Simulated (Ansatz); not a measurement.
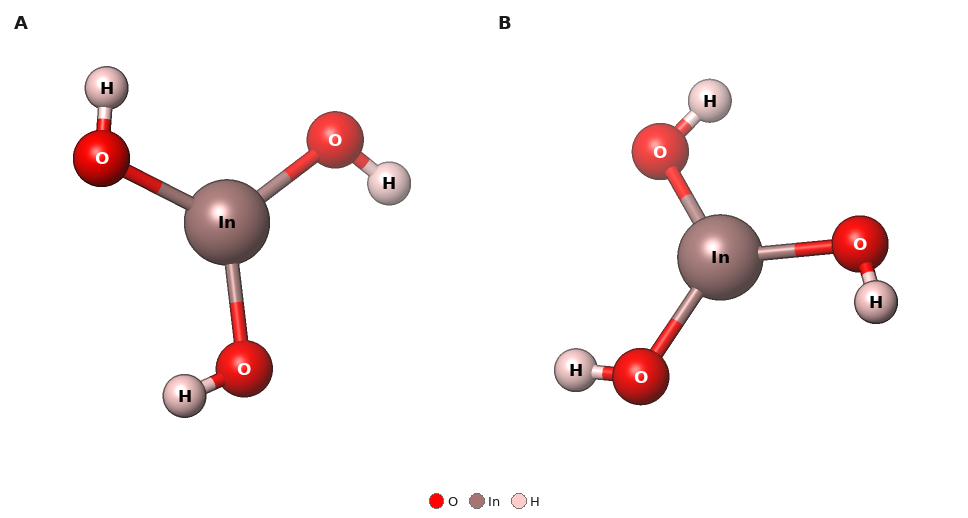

Distant atoms are faded towards the background colour. Computed geometry: PBE-D4/def2-SVP optimisation. No frequency run is at hand to confirm it as a minimum.

Are A and B the same structure? If not, how do they differ?

Answer. Yes. They are the same structure, H3InO3 ([OH][In]([OH])[OH]), seen from two directions. With point group C3h it is achiral, so its mirror image would be the same too.
